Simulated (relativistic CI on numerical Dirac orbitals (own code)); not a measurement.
# Pm⁺: one ion under different settings

Aim: see what numerical and physical settings do to the SCF, the total energy and the lowest levels of Pm⁺.

The numbers are computed with relativistic CI on numerical Dirac orbitals (own code) version 3 (Dirac-Coulomb-Breit CI, KLI orbitals optimised for each configuration, model QED (radiative potential, 1s self-energy scaled to tabulated hydrogen-like ionisation energies), numerical settings as typed), except any that are marked as measured or tabulated.

## 1. What is computed

```
ion            : Pm⁺ (Pm II)
nuclear charge : 61
electrons      : 60
isotope        : A = 145
```

## 2. The usual input

Settings of the run:

```ini
atom Pm  Z=61  charge=1  electrons=60
nucleus A=145  rms_radius_fm=4.9620
hamiltonian dirac-coulomb  breit=on  qed=on  c_scale=1
orbitals kli  potential=per-configuration
slater_scale 1
correlation none
mixing on
grid step=0.0125 r_max=129.7
scf mixing=0.4 start=green max_iterations=150 tolerance=2e-08 node_fill=0.05
configurations
  [Xe] 4f5 6s
end
```

Run with:

```sh
$ python run_levels.py task.json out
```

task.json lists these runs, among others, and the program works through them in turn.

## 3. Node fill 0.5

Settings: those of step 2 with these lines changed.

```diff
@@ -8,3 +8,3 @@
 grid step=0.0125 r_max=129.7
-scf mixing=0.4 start=green max_iterations=150 tolerance=2e-08 node_fill=0.05
+scf mixing=0.4 start=green max_iterations=150 tolerance=2e-08 node_fill=0.5
 configurations
```

## 4. End of the grid 194.55, speed-of-light factor 10

Settings of the run:

```ini
atom Pm  Z=61  charge=1  electrons=60
nucleus A=145  rms_radius_fm=4.9620
hamiltonian dirac-coulomb  breit=on  qed=on  c_scale=10
orbitals kli  potential=per-configuration
slater_scale 1
correlation none
mixing on
grid step=0.0125 r_max=194.55
scf mixing=0.4 start=green max_iterations=150 tolerance=2e-08 node_fill=0.05
configurations
  [Xe] 4f5 6s
end
```

## 5. QED terms off, start potential thomas-fermi

Settings of the run:

```ini
atom Pm  Z=61  charge=1  electrons=60
nucleus A=145  rms_radius_fm=4.9620
hamiltonian dirac-coulomb  breit=on  qed=off  c_scale=1
orbitals kli  potential=per-configuration
slater_scale 1
correlation none
mixing on
grid step=0.0125 r_max=129.7
scf mixing=0.4 start=thomas-fermi max_iterations=150 tolerance=2e-08 node_fill=0.05
configurations
  [Xe] 4f5 6s
end
```

## 6. Start potential bare

Settings of the run:

```ini
atom Pm  Z=61  charge=1  electrons=60
nucleus A=145  rms_radius_fm=4.9620
hamiltonian dirac-coulomb  breit=on  qed=on  c_scale=1
orbitals kli  potential=per-configuration
slater_scale 1
correlation none
mixing on
grid step=0.0125 r_max=129.7
scf mixing=0.4 start=bare max_iterations=150 tolerance=2e-08 node_fill=0.05
configurations
  [Xe] 4f5 6s
end
```

## 7. Tolerance 0.05

Settings: those of step 6 with these lines changed.

```diff
@@ -8,3 +8,3 @@
 grid step=0.0125 r_max=129.7
-scf mixing=0.4 start=bare max_iterations=150 tolerance=2e-08 node_fill=0.05
+scf mixing=0.4 start=green max_iterations=76 tolerance=0.05 node_fill=0.05
 configurations
```

(Steps that only read results are left out.)

**Question.** What will these runs give? Wanted: lowest level, usual settings; total energy; first excitation.

As calculated:

| setting | total energy less usual (Ha) | largest shift of a level among the lowest eight of both runs, same label and place (cm⁻¹) | SCF iterations | time | lowest level | kind of change |
| --- | --- | --- | --- | --- | --- | --- |
| usual | 0 | 0 | 17 | 0.15 s | 4f5 6s 7H°2 | - |
| node fill 0.5 | 0.0844 | 1040 | 17 | 0.15 s | 4f5 6s 7H°2 | numerical |
| end of the grid 194.55, speed-of-light factor 10 | 353 | 4050 | 12 | 0.14 s | 4f5 6s 7H°2 | unphysical constant |
| QED terms off, start potential thomas-fermi | -5.87 | 20.5 | 29 | 0.18 s | 4f5 6s 7H°2 | model term |
| start potential bare | 0 | 0 | 38 | 0.24 s | 4f5 6s 7H°2 | numerical |
| tolerance 0.05 | -0.00604 | 43.3 | 5 | 0.12 s | 4f5 6s 7H°2 | unsound |

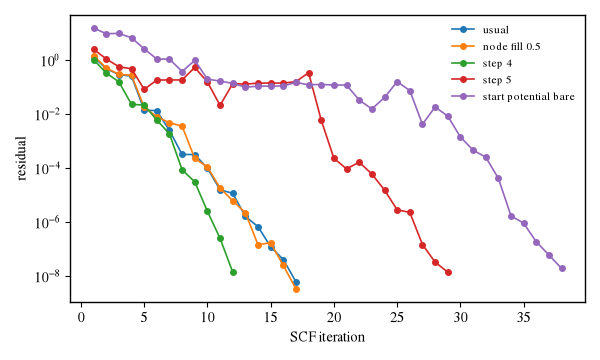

Residual of the first configuration's SCF.

| quantity | value |
| --- | --- |
| lowest level, usual settings | 4f5 6s 7H°2 |
| total energy | -10007.4404 Ha |
| first excitation | 501.9 cm⁻¹ |

In words: Among the runs whose levels can be followed, they move most under «end of the grid 194.55, speed-of-light factor 10» (unphysical constant), by up to 4050 cm⁻¹. No visible change in the result comes from «start potential bare». «Start potential bare» costs 38 SCF iterations against 17. Only the listed configurations are in the model. Near neutrality, missing correlation can shift configurations against each other by thousands of cm⁻¹.
